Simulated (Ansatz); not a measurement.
```csv
atom,x (Å),y (Å),z (Å)
F,-1.2599,2.3609,0.5064
C,-0.5783,1.3550,-0.0480
C,-0.3367,0.2199,0.5849
Si,0.6141,-1.1450,-0.2289
H,-0.2642,1.5996,-1.0581
H,-0.7161,0.1181,1.5986
H,1.8437,-1.4656,0.5428
H,-0.2067,-2.3816,-0.3163
H,0.9925,-0.7076,-1.5985
```

Geometry: PBE0-D4/def2-TZVP.

The calculation used Ansatz, RKS PBE0-D4/def2-TZVPP.

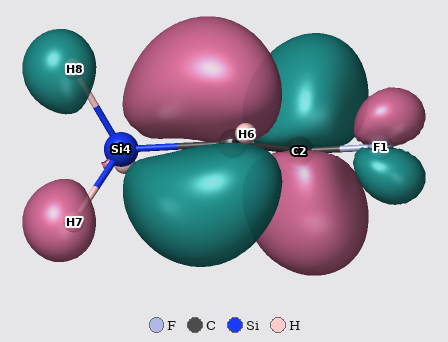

C2H5FSi (SMILES FC=C[SiH3]). The LUMO at ±0.08 Å⁻³ᐟ² (teal and pink are the two phases), seen from one side.

Describe this orbital and give its energy.

Answer. Its weight (Hirshfeld) is mainly on C2 (about 40 %), C3 (about 30 %), Si4 (about 10 %) and F1 (about 5 %); π-antibonding (π*) across C2–C3. Its energy is −0.30 eV.
